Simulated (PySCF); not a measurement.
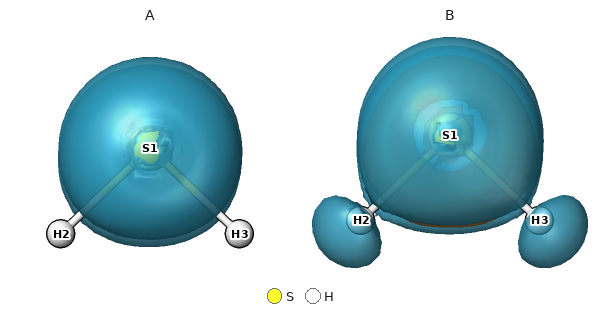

Figure 1: H$_{2}$S, SMILES `S`. The Fukui function f⁻ from two separate SCF calculations and the density of the HOMO, at ±0.04 e/Å³ (light blue positive, orange negative).

Level of theory: TPSS/aug-cc-pVDZ (PySCF), at a geometry from GFN2-xTB. No frequency check shows the geometry to be a minimum. GFN2-xTB bond lengths at metals and heavier atoms can be off by up to 0.1 Å and shapes distorted, which carries into these values.

The calculation's input:

```python
import numpy as np
from pyscf import gto, scf, dft
from pyscf.scf import atom_ks, atom_hf
from scipy.linalg import block_diag

def solve(mol, dm0=None, hcore=None):
    mf = (dft.UKS if mol.spin else dft.RKS)(mol, xc='tpss')
    mf.grids.level = 3
    mf = mf.density_fit(auxbasis='def2-universal-jkfit')
    mf.conv_tol, mf.max_cycle = 1e-8, 80
    if hcore is not None:
        mf.get_hcore = lambda *args: hcore
    mf.kernel(dm0)
    if not mf.converged:
        mf = mf.newton().run(mf.mo_coeff, mf.mo_occ, max_cycle=30)
    assert mf.converged, 'SCF not converged'
    return mf

mol = gto.M(atom='''
S      0.00000    -0.10207     0.00000
H      0.95743     0.81655     0.00000
H     -0.95740     0.81657     0.00000
''', basis='aug-cc-pvdz', charge=0, spin=0, verbose=4)
mf = solve(mol)
out = dict(e0=mf.e_tot, dm0=mf.make_rdm1(), c=mf.mo_coeff, occ=mf.mo_occ, eps=mf.mo_energy)
for name, dq, spin in [('cation', 1, 1), ('anion', -1, 1)]:
    ion = mol.copy().set(charge=mol.charge + dq, spin=spin).build()
    mi = solve(ion)
    if spin and dq > 0 and mol.nao < 130:
        c, _, stable, _ = mi.stability(return_status=True)
        if not stable:
            mi = solve(ion, mi.make_rdm1(c, mi.mo_occ))
    print(name, 'vertical energy change / eV', (mi.e_tot - mf.e_tot) * 27.211386)
    out.update({'e_' + name: mi.e_tot, 'dm_' + name: mi.make_rdm1(), 's2_' + name: mi.spin_square()[0], 'eps_' + name: mi.mo_energy, 'occ_' + name: mi.mo_occ})
# spherically averaged free atoms, for the promolecule
atm = atom_ks.get_atm_nrks(mol, xc='tpss')
pro = block_diag(*[(atm[a[0]][2] * atm[a[0]][3]) @ atm[a[0]][2].T for a in mol._atom])
np.savez('result.npz', pro=pro, **out)
```

Launched as:

```sh
OMP_NUM_THREADS=1 python input.py
```

The run took 28 s on 1 thread of Intel(R) Xeon(R) Platinum 8488C (Sapphire Rapids), with other jobs on the host, peak memory 0.25 GiB.

Partitions, critical points and surface values were worked out afterwards from this run's density.

Q: Which panel is which, and how good is the frozen-orbital picture?

A: B is f⁻ (it has negative regions), A the HOMO density. The HOMO lies on S1 (90 %) and H2 and H3 (5 % each); f⁻ (Hirshfeld-condensed) is largest on S1 (0.76); the vertical ionisation energy is 10.38 eV. Relaxation shifts 14 % of the electron between atoms. The orbital energy is −6.37 eV.
